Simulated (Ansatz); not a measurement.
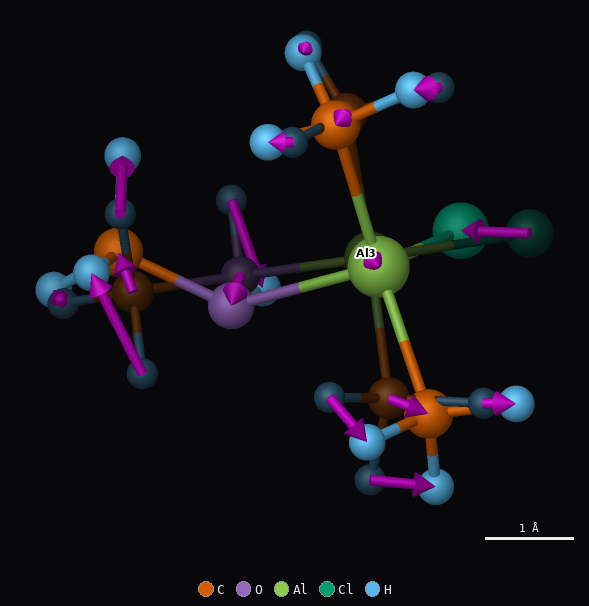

This is a relaxation of C$_{3}$H$_{10}$AlClO (coarse preliminary run). The starting structure is drawn faded, the final one solid; purple arrows show the displacements, at their true length. The two geometries are superimposed by the best rigid fit.

A ball-and-stick model, seen at a tilt.

The start comes from a force field.

Level of theory: RKS PBE-D4/def2-SVP (Ansatz).

Input file:
```yaml
crystal:
  periodic: [false, false, false]
  atoms:
    - {symbol: C, position_ang: [1.154000, -1.623100, 0.527100]}
    - {symbol: O, position_ang: [1.370800, -0.232800, 0.819800]}
    - {symbol: Al, position_ang: [-0.016600, 0.859800, 0.159000]}
    - {symbol: C, position_ang: [-0.042900, 0.696400, -1.811300]}
    - {symbol: C, position_ang: [-1.720700, 0.341200, 0.982600]}
    - {symbol: Cl, position_ang: [0.467300, 2.975700, 0.682100]}
    - {symbol: H, position_ang: [0.207500, -1.921100, 1.031700]}
    - {symbol: H, position_ang: [1.060400, -1.734900, -0.589400]}
    - {symbol: H, position_ang: [1.942500, -2.191900, 0.935500]}
    - {symbol: H, position_ang: [2.174000, 0.018800, 0.307800]}
    - {symbol: H, position_ang: [-0.707200, -0.224900, -2.039700]}
    - {symbol: H, position_ang: [0.920700, 0.616800, -2.223400]}
    - {symbol: H, position_ang: [-0.678600, 1.604600, -2.237500]}
    - {symbol: H, position_ang: [-2.157400, -0.530600, 0.498100]}
    - {symbol: H, position_ang: [-1.566500, 0.097000, 2.076600]}
    - {symbol: H, position_ang: [-2.430200, 1.226200, 0.925200]}
basis:
  gaussian: {orbitals: def2-SVP}
hamiltonian: {xc: pbe, dispersion: d4}
relax: {f_tol: 0.03, max_steps: 200}
```

Launched with:
```bash
ansatz run in.yaml --threads 4 --pin off --events-out ev --progress --plain --max-ram 11315MiB
```

> Which element moves most?

Hydrogen: up to 1.32 Å, against 0.88 Å for chlorine.

> Describe the change and its energy.

The largest move after the best rigid fit is that of H7, 1.32 Å. Largest moves by element: H 1.32 Å, Cl 0.88 Å, O 0.53 Å, C 0.50 Å, Al 0.31 Å. Near-neighbour distances that change, for instance: O2–Al3 1.886 → 2.025 Å, C4–H13 1.188 → 1.112 Å, C1–H9 1.055 → 1.108 Å, C4–H11 1.159 → 1.112 Å. Among the angles between lasting bonds that change: O2–Al3–Cl6 107.9° → 86.6°, C1–O2–Al3 112.2° → 125.0°, C4–Al3–C5 112.6° → 123.4°. Groups turn about O2–Al3 by about 60°, Al3–C5 by about 20°. Over 17 accepted moves (18 points after the start) the energy falls by 82.8 kJ/mol. The largest force component goes from 3.6 to 0.028 eV/Å. The line search rejected the trial step at point 4 of the run. The forces were under the threshold at step 15, but the run went on from there. The run took 41 s on 4 threads of Arm Neoverse V2, on a shared host.
